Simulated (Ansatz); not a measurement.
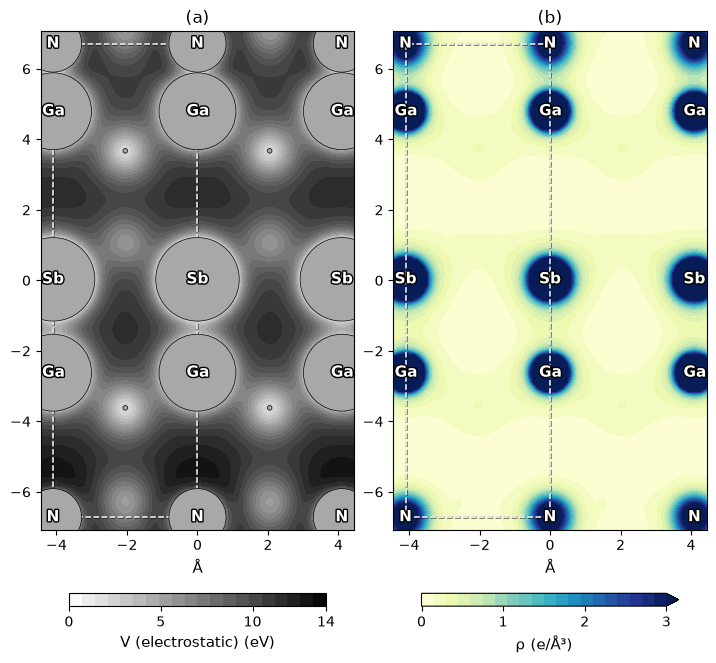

*Ga4Sb3N. (a) electrostatic potential energy of an electron; (b) valence pseudo-density on the (100) plane of the conventional cell. Grey discs cover the atomic cores in the potential map.*

Space group P3m1; started from the ordered alloy on wurtzite lattice prototype, which need not be the ambient phase.

Method: DFT, r2SCAN, plane waves, PAW in Ansatz.

In a PAW calculation such maps are meaningful between the atoms, not at the nuclei.

Interpret the plot.

Answer.
- Atoms in the plane: N, Sb and Ga.
- Ga–N (1.92 Å): ρ is about 0.82 e/Å³ halfway.
- Between the atoms the lowest density in this plane is 0.01 e/Å³.
- Outside the cores the potential energy rises away from the atoms and is highest about 1.3 Å from the nearest atoms; its zero is arbitrary.
